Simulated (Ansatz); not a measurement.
**Geometry relaxation, with input and output: CH$_{5}$B**

The run: geometry relaxation of CH$_{5}$B. Method and program: RKS PBE0-D4/def2-SVP (Ansatz 0.2.0).

The input holds or restrains some coordinates. It belongs to a series of runs on one base structure; here: pulled along the bonds that form and break, towards end A. Figures and captions count atoms from 1; the log counts them from 0 in places.

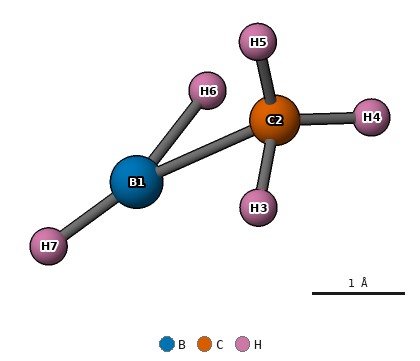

*The input geometry (ball-and-stick view, seen at a tilt; atoms are numbered from 1 in the order of the input).*

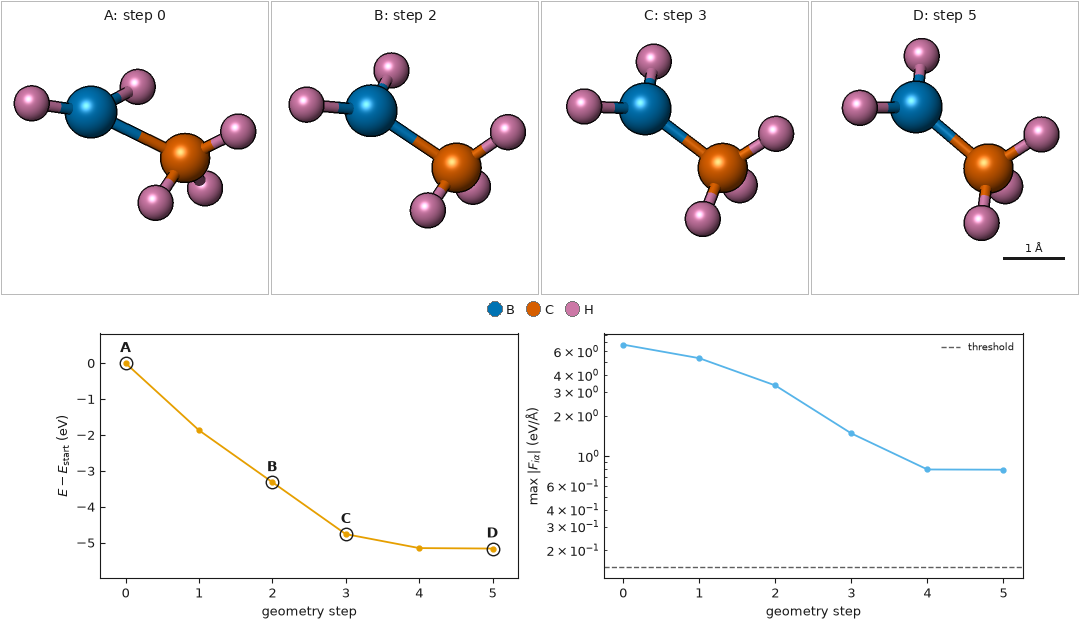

*Frames of the restrained relaxation (ball-and-stick view, seen at a tilt) above the curves, on which the letters mark them (the first geometry is step 0 here and step 1 in the log).*

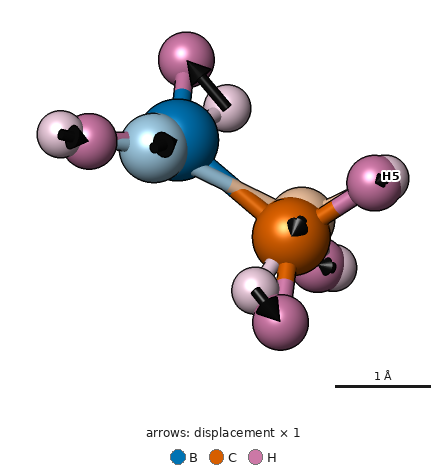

*Start (faint) and end (solid) with the displacements as black arrows, at true length (ball-and-stick view, seen at a tilt). The two geometries are laid on each other by the best rigid fit.*

The largest move after the best rigid fit is that of H6, 0.67 Å. Largest moves by element: H 0.67 Å, B 0.40 Å, C 0.29 Å. Among the contacts that change: B1–C2 1.800 → 1.572 Å, B1–H6 1.390 → 1.194 Å, B1–H7 1.190 → 1.212 Å, C2–H3 1.110 → 1.105 Å. Among the angles that change: C2–B1–H6 55.6° → 114.0°, B1–C2–H3 74.9° → 117.1°, C2–B1–H7 156.1° → 124.8°. Over 5 geometry steps the energy falls by 5.161 eV. Largest force component: 6.7 eV/Å at the start, 0.79 eV/Å at the end. (Atoms are counted from 1 in the order of the input.)

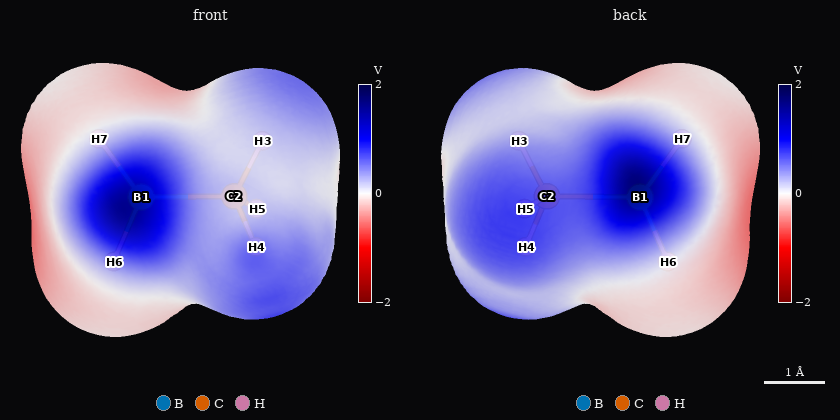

*The molecular electrostatic potential painted on the density surface at 0.002 e/bohr³, seen face on and from behind; red is negative and blue positive.*

A positive charge is drawn to the negative regions and a negative charge to the positive ones.

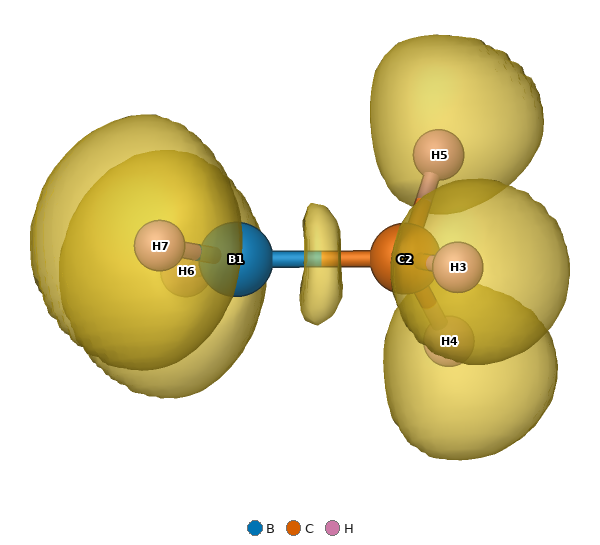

*Isosurface of the ELF at 0.9 (yellow), seen from the side. Core shells and regions of very low density are left out.*

The ELF exceeds this value in one region between bonded B–C atoms (shared pairs) and five regions around hydrogen nuclei. Values along the shortest contacts: C–B (1.57 Å): the ELF peaks at about 1 between the atoms, which marks a shared electron pair.

The input and output of the run follow.

Input file:
```yaml
crystal:
  periodic: [false, false, false]
  atoms:
    - { symbol: B, position_ang: [0.0, 0.0, 0.0] }
    - { symbol: C, position_ang: [1.0599, 0.0, 1.4549] }
    - { symbol: H, position_ang: [0.0603, -0.3092, 1.8254] }
    - { symbol: H, position_ang: [1.8275, -0.7111, 1.8254] }
    - { symbol: H, position_ang: [1.2919, 1.0203, 1.8254] }
    - { symbol: H, position_ang: [1.3894, 0.0, -0.0408] }
    - { symbol: H, position_ang: [-1.0305, 0.0, -0.595] }
basis:
  gaussian: { orbitals: def2-SVP }
hamiltonian:
  xc: pbe0
  dispersion: d4
relax:
  f_tol: 0.15
  max_steps: 25
  restrain:
    - { distance: [1, 5], at: 2.31, k: 30.0 }
    - { distance: [0, 1], at: 1.6, k: 30.0 }
    - { distance: [0, 5], at: 1.19, k: 30.0 }
output:
  orbitals: {}
```

Launch command:
```bash
ansatz run input.yaml --threads 1 --pin off --max-ram 2048MiB --backend cpu --events-out ev --progress --plain --runs-dir out
```

The program's output:
```
The last accepted step is kept in [file] (removed where the run ends without a failure and the disk answers)
Engine: ansatz 0.2.0, aarch64-unknown-linux-gnu
Functional definition: PBE0
  parameter a = 0.25
  parameter kappa = 0.804
  parameter beta = 0.06672455060314922
  exchange = (1 - a)*pbe_x(kappa = kappa, mu = beta*pi^2/3) + a*exact_x
  correlation = pbe_c(beta = beta)
608 factors; integrals over basis functions are off by at most 3.1e-4 eV
mean field evaluation 1: about -1781.2801 eV, gradient 3.9e1 eV
mean field evaluation 2: about -1778.4271 eV, gradient 4.9e1 eV
mean field evaluation 4: about -1785.1722 eV, gradient 2.0e0 eV
mean field evaluation 8: about -1785.1820 eV, gradient 9.5e-2 eV
mean field evaluation 16: about -1785.1822 eV, gradient 2.0e-5 eV
mean field -1785.18223396 eV, -65.6042370582 hartree, gradient 1.9e-5 eV, S^2 0.000000; 0 other end points of the search recorded, 0 dependent functions left out
the calculation of the forces begins
reference -1785.18225625 eV, -65.6042378773 hartree; 8, 8 occupied and 45, 45 virtual orbitals, 608 factors
relax step   1: F+E_penalty+E_count = -1785.23367693 eV  Δ(F+E_penalty+E_count) = +0.000e0 eV  max|allowed force component| = 6.744e0 eV/Å  E_restraint = 10.28963254 eV  max|allowed force component, restraints' pulls added| = 2.612e1 eV/Å  Δτ_max = 0.0000 Å  (26 SCF iters, accepted)
  distance C 1 - H 5 = 1.5316 Å
  distance B 0 - C 1 = 1.8000 Å
  distance B 0 - H 5 = 1.3900 Å
these checks for a lower state are left out or cut short: starts, cluster_reference, orbital_swaps, neighbouring_geometries, increment
608 factors; integrals over basis functions are off by at most 3.4e-4 eV
mean field -1787.05251064 eV, -65.6729684585 hartree, gradient 1.8e-5 eV, S^2 0.000000; 0 other end points of the search recorded, 0 dependent functions left out
the calculation of the forces begins
reference -1787.05253296 eV, -65.6729692784 hartree; 8, 8 occupied and 45, 45 virtual orbitals, 608 factors
relax step   2: F+E_penalty+E_count = -1787.10266252 eV  Δ(F+E_penalty+E_count) = -1.869e0 eV  max|allowed force component| = 5.349e0 eV/Å  E_restraint = 3.95225908 eV  max|allowed force component, restraints' pulls added| = 1.612e1 eV/Å  Δτ_max = 0.1949 Å  (28 SCF iters, accepted)
  distance C 1 - H 5 = 1.8380 Å
  distance B 0 - C 1 = 1.7698 Å
  distance B 0 - H 5 = 1.2990 Å
these checks for a lower state are left out or cut short: starts, cluster_reference, orbital_swaps, neighbouring_geometries, increment
608 factors; integrals over basis functions are off by at most 4.1e-4 eV
mean field -1788.49850018 eV, -65.7261075939 hartree, gradient 7.6e-6 eV, S^2 0.000000; 0 other end points of the search recorded, 0 dependent functions left out
the calculation of the forces begins
reference -1788.49852225 eV, -65.7261084048 hartree; 8, 8 occupied and 45, 45 virtual orbitals, 608 factors
relax step   3: F+E_penalty+E_count = -1788.54867923 eV  Δ(F+E_penalty+E_count) = -1.446e0 eV  max|allowed force component| = 3.356e0 eV/Å  E_restraint = 0.89043525 eV  max|allowed force component, restraints' pulls added| = 7.154e0 eV/Å  Δτ_max = 0.1949 Å  (26 SCF iters, accepted)
  distance C 1 - H 5 = 2.1012 Å
  distance B 0 - C 1 = 1.7104 Å
  distance B 0 - H 5 = 1.2496 Å
these checks for a lower state are left out or cut short: starts, cluster_reference, orbital_swaps, neighbouring_geometries, increment
608 factors; integrals over basis functions are off by at most 4.2e-4 eV
mean field evaluation 32: about -1789.7610 eV, gradient 6.9e0 eV
mean field -1789.94296389 eV, -65.7791906562 hartree, gradient 2.7e-5 eV, S^2 0.000000; 0 other end points of the search recorded, 0 dependent functions left out
the calculation of the forces begins
reference -1789.94298633 eV, -65.7791914808 hartree; 8, 8 occupied and 45, 45 virtual orbitals, 608 factors
relax step   4: F+E_penalty+E_count = -1789.99305052 eV  Δ(F+E_penalty+E_count) = -1.444e0 eV  max|allowed force component| = 1.477e0 eV/Å  E_restraint = 0.04170616 eV  max|allowed force component, restraints' pulls added| = 2.137e0 eV/Å  Δτ_max = 0.1950 Å  (24 SCF iters, accepted)
  distance C 1 - H 5 = 2.2757 Å
  distance B 0 - C 1 = 1.6146 Å
  distance B 0 - H 5 = 1.2273 Å
these checks for a lower state are left out or cut short: starts, cluster_reference, orbital_swaps, neighbouring_geometries, increment
608 factors; integrals over basis functions are off by at most 4.1e-4 eV
mean field -1790.33129142 eV, -65.7934614296 hartree, gradient 7.7e-6 eV, S^2 0.000000; 0 other end points of the search recorded, 0 dependent functions left out
the calculation of the forces begins
reference -1790.33131398 eV, -65.7934622586 hartree; 8, 8 occupied and 45, 45 virtual orbitals, 608 factors
relax step   5: F+E_penalty+E_count = -1790.38139394 eV  Δ(F+E_penalty+E_count) = -3.883e-1 eV  max|allowed force component| = 7.967e-1 eV/Å  E_restraint = 0.02107617 eV  max|allowed force component, restraints' pulls added| = 5.301e-1 eV/Å  Δτ_max = 0.1663 Å  (25 SCF iters, accepted)
  distance C 1 - H 5 = 2.3302 Å
  distance B 0 - C 1 = 1.5713 Å
  distance B 0 - H 5 = 1.2032 Å
these checks for a lower state are left out or cut short: starts, cluster_reference, orbital_swaps, neighbouring_geometries, increment
608 factors; integrals over basis functions are off by at most 4.0e-4 eV
mean field -1790.34444373 eV, -65.7939447681 hartree, gradient 2.4e-5 eV, S^2 0.000000; 0 other end points of the search recorded, 0 dependent functions left out
the calculation of the forces begins
reference -1790.34446627 eV, -65.7939455965 hartree; 8, 8 occupied and 45, 45 virtual orbitals, 608 factors
relax step   6: F+E_penalty+E_count = -1790.39453833 eV  Δ(F+E_penalty+E_count) = -1.314e-2 eV  max|allowed force component| = 7.937e-1 eV/Å  E_restraint = 0.01694942 eV  max|allowed force component, restraints' pulls added| = 1.356e-1 eV/Å  Δτ_max = 0.0223 Å  (22 SCF iters, accepted)
  distance C 1 - H 5 = 2.3283 Å
  distance B 0 - C 1 = 1.5721 Å
  distance B 0 - H 5 = 1.1939 Å
608 factors; integrals over basis functions are off by at most 4.0e-4 eV
mean field -1790.34444373 eV, -65.7939447681 hartree, gradient 2.4e-5 eV, S^2 0.000000; 1 other end points of the search recorded, 0 dependent functions left out
the calculation of the forces begins
reference -1790.34446627 eV, -65.7939455965 hartree; 8, 8 occupied and 45, 45 virtual orbitals, 608 factors
Total energy: -1790.39456087 eV, -65.7957865390 hartree
Atom 0 at     0.401630    -0.005092     0.033535 Å, force     0.084829    -0.006591     0.793691 eV/Å
Atom 1 at     0.788453    -0.038565     1.556904 Å, force    -0.450201    -0.137358    -0.143711 eV/Å
Atom 2 at    -0.014454    -0.281222     2.275530 Å, force     0.120413     0.057804    -0.127192 eV/Å
Atom 3 at     1.652842    -0.702322     1.724458 Å, force     0.005604     0.005405     0.020184 eV/Å
Atom 4 at     1.165033     0.974518     1.799780 Å, force     0.005827     0.038589    -0.021436 eV/Å
Atom 5 at     1.338725     0.062773    -0.703153 Å, force     0.153577     0.039790    -0.550835 eV/Å
Atom 6 at    -0.733730    -0.010091    -0.391754 Å, force     0.079950     0.002361     0.029299 eV/Å
Dipole moment:     0.050444     0.015313     0.131763 e Å
```

Trajectory as extended XYZ (Å, eV, eV/Å), 6 frames, from step=1 to step=6:
```
7
Properties=species:S:1:pos:R:3:forces:R:3 step=1 energy=-1785.23368
B     0.0000    0.0000    0.0000    6.7436   0.1483  -0.0829
C     1.0599    0.0000    1.4549   -4.1848   0.6302   2.4005
H     0.0603   -0.3092    1.8254    0.7976  -0.0377   2.1082
H     1.8275   -0.7111    1.8254   -0.1035   0.0283  -1.4072
H     1.2919    1.0203    1.8254   -0.4525  -0.3091  -0.0650
H     1.3894    0.0000   -0.0408   -2.5261  -0.5896  -3.4880
H    -1.0305    0.0000   -0.5950   -0.2742   0.1296   0.5344
7
Properties=species:S:1:pos:R:3:forces:R:3 step=2 energy=-1787.10266
B     0.1033    0.0026    0.0262    5.3491   0.2242   0.0786
C     0.9848    0.0039    1.5609   -1.8922  -0.0371  -0.6938
H     0.0378   -0.3178    1.8715   -1.2337  -0.4940   3.3579
H     1.8200   -0.7082    1.8106   -0.7473   0.3995  -1.0829
H     1.2826    1.0254    1.8332   -0.4828   0.0628   0.1565
H     1.3757   -0.0078   -0.2351   -2.0778  -0.2019  -2.9397
H    -1.0057    0.0017   -0.5720    1.0848   0.0465   1.1234
7
Properties=species:S:1:pos:R:3:forces:R:3 step=3 energy=-1788.54868
B     0.2168    0.0071    0.0599    3.0647   0.0899   0.0996
C     0.9135    0.0006    1.6220    0.1445   0.0140  -2.8000
H    -0.0029   -0.3297    1.9552   -1.9468  -0.6068   3.3563
H     1.7951   -0.6966    1.7898   -1.1450   0.5201  -0.6164
H     1.2695    1.0247    1.8344   -0.6245  -0.0600   0.2946
H     1.3664   -0.0076   -0.4298   -1.3439  -0.0070  -1.7368
H    -0.9598    0.0015   -0.5361    1.8511   0.0497   1.4028
7
Properties=species:S:1:pos:R:3:forces:R:3 step=4 energy=-1789.99305
B     0.3368    0.0009    0.0594    1.0705   0.0891   0.1262
C     0.8425   -0.0057    1.5927   -0.8091  -0.4459  -1.4766
H    -0.0482   -0.3369    2.1260    0.1776   0.2387   1.2221
H     1.7271   -0.6730    1.7503   -0.6338   0.1588  -0.2158
H     1.2288    1.0059    1.8383   -0.5113  -0.0866   0.1477
H     1.3561    0.0031   -0.6243   -0.6799   0.0417  -0.6701
H    -0.8446    0.0057   -0.4472    1.3860   0.0042   0.8664
7
Properties=species:S:1:pos:R:3:forces:R:3 step=5 energy=-1790.38139
B     0.4013   -0.0054    0.0341    0.0343   0.0583   0.5890
C     0.7873   -0.0286    1.5571   -0.7967  -0.3672   0.1679
H    -0.0227   -0.2991    2.2859    0.5301   0.2694  -0.4748
H     1.6553   -0.6902    1.7090    0.0249  -0.0334   0.0596
H     1.1692    0.9800    1.8069   -0.0546   0.0556   0.0001
H     1.3513    0.0457   -0.7026   -0.0414   0.0313  -0.4329
H    -0.7433   -0.0024   -0.3951    0.3035  -0.0141   0.0911
7
Properties=species:S:1:pos:R:3:forces:R:3 step=6 energy=-1790.39454
B     0.4016   -0.0051    0.0335    0.0848  -0.0066   0.7937
C     0.7885   -0.0386    1.5569   -0.4502  -0.1374  -0.1437
H    -0.0145   -0.2812    2.2755    0.1204   0.0578  -0.1272
H     1.6528   -0.7023    1.7245    0.0056   0.0054   0.0202
H     1.1650    0.9745    1.7998    0.0058   0.0386  -0.0214
H     1.3387    0.0628   -0.7032    0.1536   0.0398  -0.5508
H    -0.7337   -0.0101   -0.3918    0.0799   0.0024   0.0293
```

Key numbers:

```json
{"quantity": "outcome", "value": "converged under the restraints of the input"}
{"quantity": "total energy", "value": "−1790.3946 eV"}
{"quantity": "mean-field energy", "value": "−1790.3445 eV"}
{"quantity": "largest force (length of the vector) at the end, held atoms and coordinates included", "value": "0.798 eV/Å"}
{"quantity": "hardware", "value": "1 thread of Arm Neoverse V1, 24 GiB of memory available, shared host"}
{"quantity": "wall time", "value": "8.3 s"}
{"quantity": "peak memory", "value": "0.11 GiB"}
```
